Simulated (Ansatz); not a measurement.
# r2SCAN0/STO-3G run of [GeH3]− (SMILES [H][Ge-]([H])[H])

Aim: the vertical ionisation energy of [GeH3]− at r2SCAN0/STO-3G, from 2 runs. 

Program for the calculation: Ansatz 0.2.0.

5 further runs of the same task are left out: 4 that didn't finish, 1 set aside as unsound or not needed.

### 1 The system as given

The species is [GeH3]− (4 atoms), meant as a singlet with charge -1. As SMILES, `[H][Ge-]([H])[H]`. Geometry: a GFN2-xTB relaxation, a rough one for these elements and not checked as a minimum.

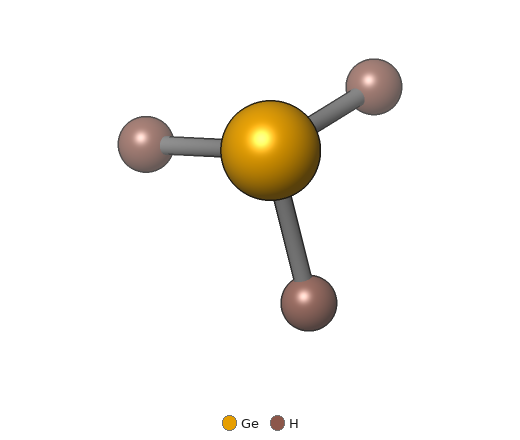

The structure, seen from a chosen angle (germanium amber, hydrogen brown).

### 2 A single-point energy at r2SCAN0/STO-3G

Contents of job.yaml:

```yaml
crystal:
  periodic: [false, false, false]
  atoms:
    - symbol: Ge
      position_ang: [-0.007520, 0.005800, 0.768010]
    - symbol: H
      position_ang: [1.421950, -0.031460, -0.244430]
    - symbol: H
      position_ang: [-0.677460, 1.249470, -0.271720]
    - symbol: H
      position_ang: [-0.736970, -1.223820, -0.251850]
basis:
  gaussian:
    orbitals: STO-3G
total_charge: -1
hamiltonian:
  xc: {name: r2SCAN0}
accuracy: high
```

Command:

```
$ ansatz run job.yaml --threads 1 --pin off --max-ram 2610MiB --events-out events.jsonl --progress --plain --runs-dir runs
```

Output:

```text
Warning: RAYON_NUM_THREADS=1 ignored (pool sized by the plan → 1); use --threads N
Functional definition: r2SCAN0
  name "r2SCAN0"
  parameter a = 0.25
  parameter k0 = 0.174
  parameter k1 = 0.065
  parameter a1 = 4.9479
  exchange = (1 - a)*r2scan_x(k0 = k0, k1 = k1, a1 = a1) + a*exact_x
  correlation = r2scan_c
256 factors; integrals over basis functions are off by at most 1.4e-8 eV
mean field evaluation 1: about -55911.5560 eV, gradient 1.3e1 eV
mean field evaluation 2: about -55911.8005 eV, gradient 9.6e0 eV
mean field evaluation 4: about -55912.2029 eV, gradient 1.5e-1 eV
mean field evaluation 8: about -55912.1662 eV, gradient 9.9e-4 eV
mean field evaluation 16: about -55912.1662 eV, gradient 1.4e-8 eV
mean field -55912.16617014 eV, -2054.7342081253 hartree, gradient 1.4e-8 eV, S^2 0.000000; 0 other end points of the search recorded, 0 dependent functions left out
reference -55912.16617044 eV, -2054.7342081363 hartree; 18, 18 occupied and 3, 3 virtual orbitals, 256 factors
Total energy: -55912.16617044 eV, -2054.7342081363 hartree
```

It took 2.1 s on 1 thread of Arm Neoverse V1, shared host; peak memory 0.12 GiB.

### 3 Doublet neutral GeH3 at the same level

Contents of job.yaml:

```yaml
crystal:
  periodic: [false, false, false]
  atoms:
    - {symbol: Ge, position_ang: [-0.007520, 0.005800, 0.768010]}
    - {symbol: H, position_ang: [1.421950, -0.031460, -0.244430]}
    - {symbol: H, position_ang: [-0.677460, 1.249470, -0.271720]}
    - {symbol: H, position_ang: [-0.736970, -1.223820, -0.251850]}
basis:
  gaussian:
    orbitals: STO-3G
magnetization:
  spin_polarized: true
  initial_magnetization: 1
hamiltonian:
  xc: {name: r2SCAN0}
accuracy: high
```

Command:

```
$ ansatz run job.yaml --threads 1 --pin off --max-ram 2610MiB --events-out events.jsonl --progress --plain --runs-dir runs
```

Output, shortened:

```text
Warning: RAYON_NUM_THREADS=1 ignored (pool sized by the plan → 1); use --threads N
[... 8 set-up lines as earlier in the session ...]
256 factors; integrals over basis functions are off by at most 1.4e-8 eV
mean field evaluation 1: about -55904.4349 eV, gradient 2.7e1 eV
mean field evaluation 2: about -55907.7948 eV, gradient 2.5e1 eV
mean field evaluation 4: about -55913.5223 eV, gradient 4.1e0 eV
mean field evaluation 8: about -55913.6219 eV, gradient 8.0e-2 eV
mean field evaluation 16: about -55913.6235 eV, gradient 1.8e-3 eV
mean field evaluation 32: about -55913.6235 eV, gradient 3.4e-6 eV
mean field -55913.62353337 eV, -2054.7877652361 hartree, gradient 9.5e-8 eV, S^2 0.751075; 6 other end points of the search recorded, 0 dependent functions left out
reference -55913.62353400 eV, -2054.7877652594 hartree; 18, 17 occupied and 3, 4 virtual orbitals, 256 factors
Total energy: -55913.62353400 eV, -2054.7877652594 hartree
```

It took 8.4 s on 1 thread of Arm Neoverse V1, shared host; peak memory 0.18 GiB.

### 4 Summary of results

Level: r2SCAN0/STO-3G.

| quantity | value |
| --- | --- |
| singlet [GeH3]−: total energy | -2054.73421 Eh |
| doublet neutral GeH3: total energy | -2054.78777 Eh |
| doublet neutral GeH3: ⟨S²⟩ | 0.751 |
| vertical detachment energy (to the doublet neutral) | -1.457 eV |

What this shows: The species is unbound against losing an electron at this level, by 1.46 eV (−34 kcal/mol); missing correlation or diffuse functions can give that sign where the real anion is bound. In a minimal basis such a difference can be off by several eV, whatever the method.
